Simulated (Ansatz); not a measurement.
**Lattice dynamics of SbMo (built on the sites of a database entry of MoP)**

Wanted: phonon frequencies of SbMo (built on the sites of a database entry of MoP) and what follows from them.

Main program and level: Ansatz 0.2.0; DFT PBEsol, scalar-relativistic, plane waves, norm-conserving pseudopotentials.

The structure was built from a prototype and need not be the compound's stable phase.

## (1) Starting point

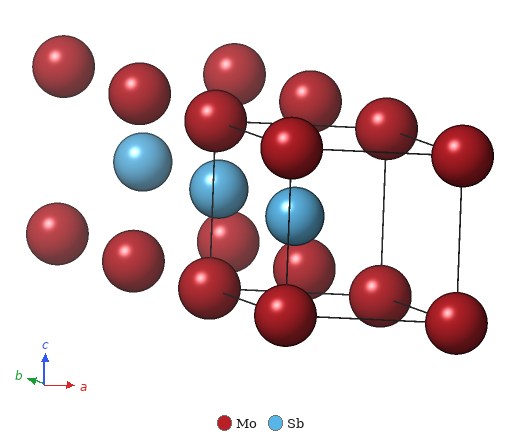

The cell as given, slightly off an axis (molybdenum red, antimony blue). 1×3×1 cells are drawn. Some periodic images of atoms are drawn too.

## (2) Coarse relaxation

A rough relaxation comes first, because large forces or stress need no tight tolerances yet.

File input.yaml:

```yaml
crystal:
  lattice:
    - [3.45619, 0.0, 0.0]
    - [-1.72809, 2.99315, 0.0]
    - [0.0, 0.0, 3.42187]
  atoms:
    - { symbol: Mo, position: [0.0, 0.0, 0.0] }
    - { symbol: Sb, position: [0.3333333333, 0.6666666667, 0.5] }
kpoints:
  mp_grid: { grid: [6, 6, 6] }
hamiltonian:
  xc: pbesol
  pseudopotentials: { kind: nc }
scf:
  occupations: { method: gaussian, width: 0.1 }
output:
  forces: true
  stress: true
  eigenvalues: true
relax:
  adjacent_minimum: "off"
  f_tol: 0.05
  max_steps: 80
  cell: { stress_tol: 0.5 }
```

Command:

```sh
ansatz run input.yaml --threads 4 --pin off --max-ram 7168MiB --backend cpu --events-out ev --progress --plain --runs-dir out
```

Numbers of over 12 decimals in the logs are rounded to 6 here.

The program printed:

```text
The last accepted step is kept in <dir> (removed where the run ends without a failure and the disk answers)
Engine: ansatz 0.2.0, x86_64-unknown-linux-gnu
Pseudopotentials: kind: nc
Pseudopotential: Mo, nc, valence charge 14, recommended cutoff 1088.45545 eV (normal), Mo.nc.azcp (PseudoDojo's, or run here from an input of PseudoDojo's: the run reads no file of this project's for it)
[...]
F+E_penalty+E_count = -4381.65760448 eV   max|allowed force component| = 8.789e-17 eV/Å   (the final SCF, on the basis selected at the relaxed cell)
  cell:  # Å, volume = 38.4640 Å³
    - [3.512116, -2.933462099329576e-6, 4.37686993250059e-18]
    - [-1.756055, 3.041583, -2.1884318002866893e-18]
    - [4.333406370466318e-18, 0, 3.600692]
  atoms:
    - { symbol: Mo, position: [0, -2.7755575615628914e-17, 0] }
    - { symbol: Sb, position: [0.333333, 0.666667, 0.5] }
[key lines of the parts left out:]
SCF converged after 4 iterations
Free energy (F): -4381.657604 eV
Fermi energy:    17.353931 eV
P = ⅓ Tr σ = 0.0254 GPa (0.254 kbar)
```

Run time: 37 s. Hardware: 4 threads of AMD EPYC 7R43, shared host; peak memory 0.42 GiB; 2.2 min of CPU time.

Relaxation path:

```tsv
step	energy less that of the first step (eV)	largest force component (eV/Å)	pressure (GPa)	volume (Å³)
1	0.0000	0.0000	17.95	35.40
2	-0.1627	0.0000	-3.74	39.39
3	-0.1737	0.0000	-0.38	38.35
4	-0.1763	0.0000	0.29	38.34
5	-0.1763	0.0000	-0.01	38.39
6*	-0.1822	0.0000	0.41	38.39
7	-0.1823	0.0000	0.02	38.46
8*	-0.1824	0.0000	0.03	38.46
```

Relaxation steps marked * repeat the geometry before them on a plane-wave basis chosen anew for their cell, so energy and pressure can jump there.

Forces are held to the 12 operations that the run works with; a distortion that breaks them can't arise in this run.

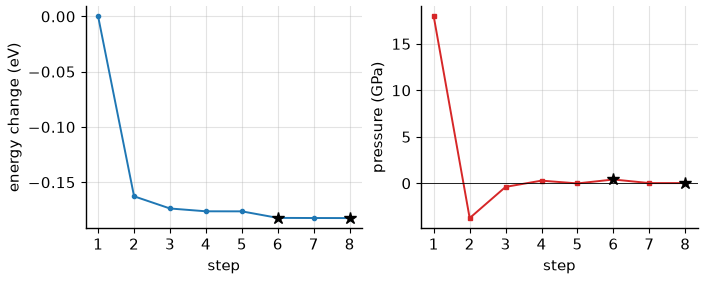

Energy and pressure along the relaxation. Stars mark steps on a basis chosen anew.

```tsv
conventional cell, symmetrised	before	after	change
a (Å)	3.456	3.512	+1.6 %
b (Å)	3.456	3.512	+1.6 %
c (Å)	3.422	3.601	+5.2 %
volume (Å³/atom)	17.70	19.23	+8.7 %
```

Final coordinates:

```xyz
2
Lattice="3.5121 0.0000 0.0000 -1.7561 3.0416 0.0000 0.0000 0.0000 3.6007" Properties=species:S:1:pos:R:3 pbc="T T T"
Mo    0.0000    0.0000    0.0000
Sb    0.0000    2.0277    1.8003
```

This step gave:

| Property | Result |
| --- | --- |
| pressure | 0.02544 GPa |
| volume per atom | 19.23 Å³ |
| gap on the k-mesh | 0 eV |

In this step the volume went from 17.70 to 19.23 Å³/atom.

## (3) Relaxation

The cell and atoms are relaxed, since residual forces and stress would shift the frequencies.

input.yaml, the sections that differ from step 2:

```yaml
crystal:
  lattice:
    - [3.5121158592, -2.9335e-06, 0.0]
    - [-1.7560553891, 3.0415830218, 0.0]
    - [0.0, 0.0, 3.600691577]
  atoms:
    - { symbol: Mo, position: [0.0, 0.0, 0.0] }
    - { symbol: Sb, position: [0.3333333333, 0.6666666667, 0.5] }
kpoints:
  mp_grid: { grid: [12, 12, 10] }
relax:
  adjacent_minimum: "off"
  f_tol: 0.005
  max_steps: 80
  cell: { stress_tol: 0.05 }
# hamiltonian, scf, output: as in step 2
```

The program printed:

```text
[...]
Crystal: 2 atoms, lattice volume = 38.464 Å³
Basis set: ecut = 1088.45545 eV, 3187 PW (Γ), exchange–correlation on 80×80×80 points (8 copies of the dense FFT grid, shifted against one another)
Bands: 19, of which v1, the nominal top of the filled ones, is band 15 counted from 1 (14 counted from 0)
Symmetry: 12 space group operations
[...]
k-point 113: bands = [... 11 lower, 12.5866, 14.2595, 16.0122, 18.0134, 19.7907, 20.3842, 20.4192, 21.3791]
--- Relaxed structure (3 steps of the walk, 3 accepted, 1 SCFs on fresh bases) ---
[...]
cell:  # Å, volume = 38.5150 Å³
    - [3.523876, -2.9433312592577676e-6, 0.0]
    - [-1.761936, 3.051768, 0.0]
    - [0.0, 0.0, 3.581439]
  atoms:
    - { symbol: Mo, position: [0, -2.7755575615628907e-17, 0.0] }
    - { symbol: Sb, position: [0.333333, 0.666667, 0.5] }
[key lines of the parts left out:]
SCF converged after 6 iterations
Free energy (F): -4381.660965 eV
Fermi energy:    17.331158 eV
P = ⅓ Tr σ = -0.0091 GPa (-0.091 kbar)
```

It took 81 s on 4 threads; peak memory 0.56 GiB; 5 min of CPU time.

Step by step:

```tsv
step	energy less that of the first step (eV)	largest force component (eV/Å)	pressure (GPa)	volume (Å³)
1	0.0000	0.0000	-0.07	38.46
2	-0.0004	0.0000	0.04	38.53
3	-0.0006	0.0000	-0.01	38.51
4*	-0.0006	0.0000	-0.01	38.51
```

Relaxation steps marked * repeat the geometry before them on a plane-wave basis chosen anew for their cell, so energy and pressure can jump there.

Forces are held to the 12 operations that the run works with; a distortion that breaks them can't arise in this run.

```tsv
conventional cell, symmetrised	before	after	change
a (Å)	3.512	3.524	+0.3 %
b (Å)	3.512	3.524	+0.3 %
c (Å)	3.601	3.581	-0.5 %
volume (Å³/atom)	19.23	19.26	+0.1 %
```

The relaxed structure:

```cif
data_structure
_symmetry_space_group_name_H-M 'P 1'
_symmetry_Int_Tables_number 1
_cell_length_a 3.5239
_cell_length_b 3.5239
_cell_length_c 3.5814
_cell_angle_alpha 90.000
_cell_angle_beta 90.000
_cell_angle_gamma 120.000
_cell_volume 38.51
loop_
_atom_site_label
_atom_site_type_symbol
_atom_site_fract_x
_atom_site_fract_y
_atom_site_fract_z
_atom_site_occupancy
Mo1 Mo 0.00000 0.00000 0.00000 1
Sb2 Sb 0.33333 0.66667 0.50000 1
```

Numbers from this step:

| Item | Value |
| --- | --- |
| pressure | -0.009142 GPa |
| volume per atom | 19.26 Å³ |

In this step the volume went from 19.23 to 19.26 Å³/atom.

## (4) Relaxing to small forces for the phonons

Phonons need a cell at rest on their own settings, so the relaxation is repeated with tight tolerances on forces and stress on the k mesh and occupations of the first response run.

input.yaml, the sections that differ from step 3:

```yaml
crystal:
  lattice:
    - [3.5238762361, -2.9433e-06, 0.0]
    - [-1.761935569, 3.0517678119, 0.0]
    - [0.0, 0.0, 3.5814391789]
  atoms:
    - { symbol: Mo, position: [0.0, 0.0, 0.0] }
    - { symbol: Sb, position: [0.3333333333, 0.6666666667, 0.5] }
kpoints:
  mp_grid: { grid: [12, 12, 12] }
scf:
  occupations: { method: methfessel_paxton, width: 0.15 }
relax:
  adjacent_minimum: "off"
  f_tol: 0.001
  max_steps: 60
  cell: { stress_tol: 0.01 }
# hamiltonian, output: as in step 3
```

The program printed:

```text
[...]
Crystal: 2 atoms, lattice volume = 38.515 Å³
Basis set: ecut = 1088.45545 eV, 3163 PW (Γ), exchange–correlation on 80×80×80 points (8 copies of the dense FFT grid, shifted against one another)
Bands: 19, of which v1, the nominal top of the filled ones, is band 15 counted from 1 (14 counted from 0)
Symmetry: 12 space group operations
[...]
k-point 132: bands = [... 11 lower, 12.5892, 14.2629, 16.0157, 18.0182, 19.7957, 20.3885, 20.4239, 21.3833]
--- Relaxed structure (3 steps of the walk, 2 accepted, 1 SCFs on fresh bases) ---
[...]
cell:  # Å, volume = 38.5082 Å³
    - [3.523777, -2.9432618764386047e-6, 0.0]
    - [-1.761886, 3.051682, 0.0]
    - [0.0, 0.0, 3.581014]
  atoms:
    - { symbol: Mo, position: [0, -2.7755575615628914e-17, 0.0] }
    - { symbol: Sb, position: [0.333333, 0.666667, 0.500000] }
[key lines of the parts left out:]
SCF converged after 7 iterations
Free energy (F): -4381.657841 eV
Fermi energy:    17.337169 eV
P = ⅓ Tr σ = -0.0009 GPa (-0.009 kbar)
```

Elapsed: 45 s, on 4 threads; peak memory 0.6 GiB.

Little changed from the start: no atom moved by 0.005 Å and no cell edge by 0.1 %.

This step gave:

```
pressure        : -9.24e-4 GPa
volume per atom : 19.25 Å³
```

The forces vanish by symmetry and the pressure is -0.001 GPa, within the tolerances set. The cell now holds 19.25 Å³/atom.

## (5) Modes at Γ

The zone centre comes first: it holds the modes that light can see, as far as symmetry allows. No field response is asked, since the mesh shows no gap.

input.yaml, the sections that differ from step 4:

```yaml
crystal:
  lattice:
    - [3.5237770724, -2.9433e-06, 0.0]
    - [-1.7618859873, 3.0516819336, 0.0]
    - [0.0, 0.0, 3.5810143229]
  atoms:
    - { symbol: Mo, position: [0.0, 0.0, 0.0] }
    - { symbol: Sb, position: [0.3333333333, 0.6666666667, 0.5] }
output:
  eigenvalues: true
phonons:
  method: dfpt
# kpoints, hamiltonian, scf: as in step 4
# relax: removed
```

The program printed:

```text
[...]
Crystal: 2 atoms, lattice volume = 38.508 Å³
Basis set: ecut = 1088.45545 eV, 3163 PW (Γ), exchange–correlation on 80×80×80 points (8 copies of the dense FFT grid, shifted against one another)
Bands: 19, of which v1, the nominal top of the filled ones, is band 15 counted from 1 (14 counted from 0)
Symmetry: 12 space group operations
k-points: 476 of 1728 (irreducible under 2 space group operations, time reversal used)
[...]
SCF iter   1: F=—  HF=-4382.328960 eV  |F-HF|=—  |Δ(HF+E_count)|=         —  Δρ=7.15e-2  dr2=2.65e0  ethr=3.10e-3  ⟨swp⟩=6.0  Hψ=45730  notcnv=0
[...]
SCF iter  10: F=-4381.657841 eV  HF=-4381.657841 eV  |F-HF|=0.00e0  |Δ(HF+E_count)|=  4.55e-12  S|Δr|=    0.00e0  Δρ=5.14e-8  dr2=2.11e-13  ethr=1.00e-12  ⟨swp⟩=6.6  Hψ=42017  notcnv=0
SCF 1 converged in 10 iterations: F = -4381.657841 eV  dr2 = 2.11e-13
DFPT response loops at Γ: preconditioner auto → Kerker (q_TF=auto, 2.602 Å⁻¹) (partly filled bands, converged f_vac=0.000); β = 1.00, the filter's whole step (`scf.mixing.beta` (0.50) is not read by the response loops under this deck's `scf.mixing.preconditioner`; to damp them name `kerker` or `kerker_dos`, under which they read `scf.mixing.beta`, and type it under 1.00, their step now; both keys bind the ground state too); Broyden in place of MSR1
SCF converged after 10 iterations
[...]
Free energy (F): -4381.657841 eV
[...]
Internal energy: -4381.658199 eV  (E = F + TS)
E sigma→0 (E₀):  -4381.657931 eV
Entropy (-TS):   0.000358 eV (0.179 meV/atom)
Fermi energy:    17.337169 eV
[...]
--- Band table (eV; the first three rows and the last of 476) ---
  k-point 0: bands = [... 11 lower, 14.9461, 14.9461, 17.0020, 17.1808, 17.1808, 22.0032, 22.0032, 23.1618]
  k-point 1: bands = [... 11 lower, 14.9907, 14.9907, 16.8672, 17.0764, 17.0764, 22.0837, 22.0837, 23.2941]
  k-point 2: bands = [... 11 lower, 15.1161, 15.1161, 16.7414, 16.8220, 16.8220, 22.1914, 22.1914, 23.5586]
  k-point 475: bands = [... 11 lower, 12.3673, 14.3170, 15.7054, 18.0876, 18.7970, 19.8262, 21.5947, 21.8852]
--- Phonons (Γ-DFPT): 4 representative perturbations + reference, on 476 of 1728 k-points (Σ response iterations 12) ---
  k mesh reduced under 2 symmetry operations, with k and −k counted as one. Each operation leaves every solved perturbation unchanged. A smaller set is not used because it would not reduce the number of displacements times k-points to solve
  ASR residual: 3.890e-5 → 0.000e0 eV/Å²; symmetrization residual: 1.794e-4 eV/Å²
  ASR residual per site (eV/Å²): 3.89e-5 3.39e-5
  Γ frequencies (cm⁻¹): 0.00 0.00 0.00 236.70 236.70 256.44
  non-analytic LO–TO correction: not included (Born effective charges unavailable; polar crystals: no LO–TO splitting at Γ)
```

Elapsed: 4.2 min, on 4 threads; peak memory 3.7 GiB.

In the SCF lines HF is the Harris–Foulkes energy and dr2 the Hartree energy of the density residual, in eV; the loop may stop once dr2 is under the threshold and the program's other checks hold. Hψ counts applications of the Hamiltonian.

Numbers from this step:

```
sum-rule residual before enforcement                    : 3.89e-5 eV/Å²
point group                                             : -6m2
highest optical mode at the zone centre (no LO-TO term) : 256.4 cm⁻¹
lowest optical zone-centre mode                         : 236.7 cm⁻¹
```

Patterns of degenerate modes are one choice out of their space. Modes at Γ, with each element's share of the kinetic energy:

```tsv
mode	frequency (cm⁻¹)	symmetry	Mo %	Sb %
1	0.0	acoustic	44	56
2	0.0	acoustic	44	56
3	0.0	acoustic	44	56
4	236.7	E'	56	44
5	236.7	E'	56	44
6	256.4	A2''	56	44
```

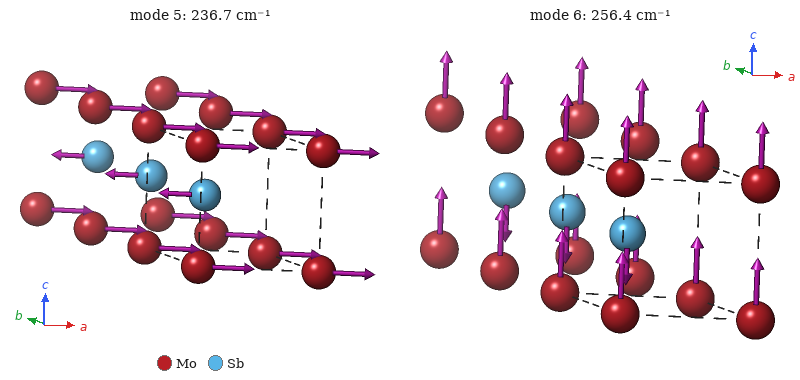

Displacement patterns of modes 5 and 6 at Γ; arrows are exaggerated. 1×3×1 cells are drawn. Some periodic images of atoms are drawn too.

Before it was imposed, the acoustic sum rule was missed by 3.9e-5 eV/Å². Small misses are needed for a sound result but don't prove that mesh and cutoff are converged. The lowest optical mode is real, 237 cm⁻¹.

[end of part 1 of 2]

[Logs are printed without paths, hosts, clocks, repeated set-up lines and the standing remarks that a program may print on its own settings, such as how far it seeks lower states.]

[Hosts, paths, dates, database ids (printed as entryN), source tags and the programs' standing remarks are cut or masked in the printed files.]
